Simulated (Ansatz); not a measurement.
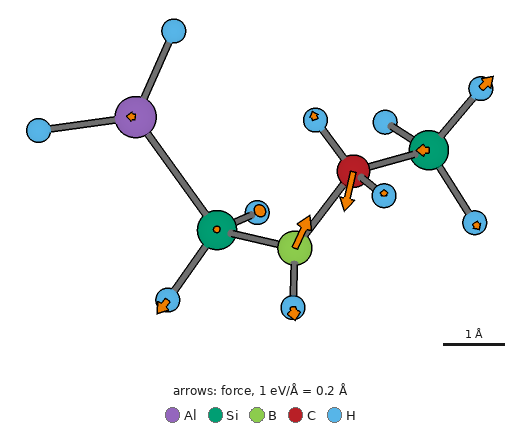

Starting geometry of CH$_{10}$AlBSi$_{2}$ (coarse preliminary run) with the computed forces as orange arrows. The picture is a ball-and-stick view, seen face on.

The start comes from a force field.

Computed with RKS PBE-D4/def2-SVP in Ansatz.

Input file:
```yaml
crystal:
  periodic: [false, false, false]
  atoms:
    - {symbol: Al, position_ang: [0.216300, 1.891600, 2.063500]}
    - {symbol: Si, position_ang: [-1.344700, 1.006700, 0.492300]}
    - {symbol: B, position_ang: [-0.974800, -0.878300, 0.241600]}
    - {symbol: C, position_ang: [0.587500, -1.361800, -0.161100]}
    - {symbol: Si, position_ang: [0.918800, -0.865800, -1.927600]}
    - {symbol: H, position_ang: [-0.379100, 2.612100, 3.397800]}
    - {symbol: H, position_ang: [1.764100, 1.883100, 1.766500]}
    - {symbol: H, position_ang: [-2.680400, 1.180200, 0.975400]}
    - {symbol: H, position_ang: [-1.193400, 1.722700, -0.751600]}
    - {symbol: H, position_ang: [-1.767200, -1.675100, 0.554800]}
    - {symbol: H, position_ang: [0.543800, -2.479000, -0.073400]}
    - {symbol: H, position_ang: [1.284000, -0.936000, 0.554100]}
    - {symbol: H, position_ang: [0.888600, 0.635400, -2.019000]}
    - {symbol: H, position_ang: [2.213600, -1.373300, -2.260200]}
    - {symbol: H, position_ang: [-0.098900, -1.413300, -2.823800]}
basis:
  gaussian: {orbitals: def2-SVP}
hamiltonian: {xc: pbe, dispersion: d4}
relax: {f_tol: 0.03, max_steps: 200}
```

Launched with:
```bash
ansatz run in.yaml --threads 4 --pin off --events-out ev --progress --plain --max-ram 10444MiB
```

Q: Is this structure relaxed? If not, where do the atoms go?

A: It isn't relaxed: the largest force vector, on C4, is 3.52 eV/Å. The final displacements have little in common with the starting forces (cosine between the two patterns 0.00). The energy falls by 0.729 eV in 19 accepted moves (20 points after the start). The largest force component goes from 3.4 to 0.029 eV/Å. The line search rejected the trial step at point 18 of the run. The atom that moves furthest after the best rigid fit is H7 (1.31 Å). Largest moves by element: H 1.31 Å, Al 0.79 Å, Si 0.67 Å, B 0.54 Å, C 0.42 Å. Among the contacts that change: B3–C4 1.684 → 1.547 Å, Al1–Si2 2.385 → 2.469 Å, Si2–H8 1.431 → 1.509 Å, Si2–H9 1.443 → 1.514 Å. Among the angles between lasting bonds that change: B3–C4–H11 103.4° → 115.4°, Si5–C4–H12 114.0° → 104.0°, B3–C4–H12 109.0° → 116.4°. Groups turn about Si2–B3 by about 35°, B3–C4 by about 30°.
